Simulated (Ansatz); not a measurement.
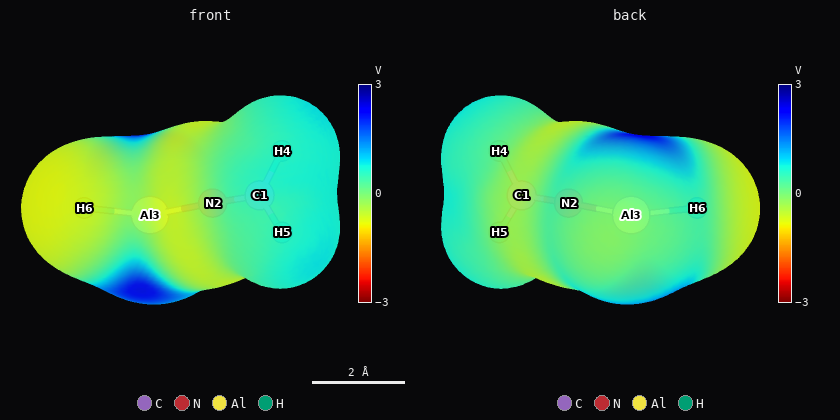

The picture shows: CH3AlN (doublet). The electrostatic potential painted on the density surface at 0.002 e/bohr³, seen from the front and from behind; the colour scale runs from red (negative) to blue (positive).

⟨S²⟩ = 0.80, above the pure value of 0.75.

Computed with Ansatz 0.2.0, UHF/def2-SVP.

```xyz
6

C    -0.8611   -0.1641   -0.7576
N     0.1497    0.1055   -0.0909
Al    1.6276    0.5468    0.7417
H    -0.9552   -1.0848   -1.3475
H    -1.7362    0.4967   -0.8029
H     1.7753    0.0999    2.2572
```

Where is the surface potential most negative and most positive?

The most negative region (about −0.8 V, or −18 kcal/mol for a unit charge) lies over H6, the most positive (about +2.3 V, or +53 kcal/mol for a unit charge) over Al3.
